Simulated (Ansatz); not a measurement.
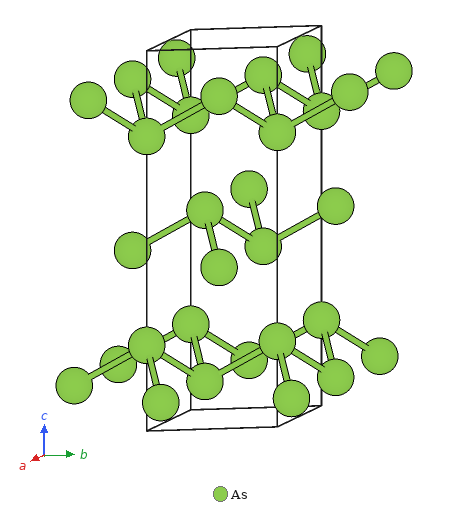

View slightly off an axis, drawn as a ball-and-stick model. The wireframe shows the conventional unit cell. Outside the box, the atoms bonded to those within are drawn.

Cell constants: a = 3.75 Å, b = 3.75 Å, c = 10.88 Å, α = 90.00°, β = 90.00°, γ = 120.00°.

The composition is As.

**What lattice type does the structure have?**

Rhombohedral (trigonal R) lattice; the crystal system is trigonal.

**What is the Hermann-Mauguin symbol of the space group?**

R-3m (No. 166), with As on 6c.

**Give the prototype.**

Α-arsenic (A7) type.

**What is the coordination of As?**

Three As in a trigonal pyramidal arrangement at about 2.5 Å.

**How far does the bonding extend?**

The bonds build As layers parallel to (001).

Its origin is a structure type known for this element. Earlier steps of the study may have refined or changed the cell and positions. It went into a calculation with Ansatz.
